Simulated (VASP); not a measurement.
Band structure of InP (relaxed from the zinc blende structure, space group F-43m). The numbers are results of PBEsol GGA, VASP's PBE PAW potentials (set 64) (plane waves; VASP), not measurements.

Unless said otherwise, spin-orbit coupling is left out, though it shifts the bands of the heavy elements here.

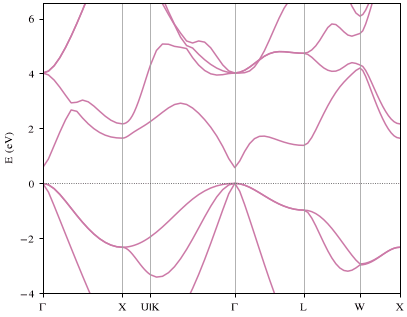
*Bands along high-symmetry lines, zero at the valence-band maximum or, without a gap, the Fermi level*

Read the plot: is there a gap, and where are the band edges?

The gap is direct, 0.57 eV, from the valence maximum at Γ to the conduction minimum at Γ. (Edges off the drawn lines would not show.)

The structure was generated: InP was put into the zinc blende type (F-43m), which need not be its known phase. It was relaxed first, which changed the volume by +7 %.
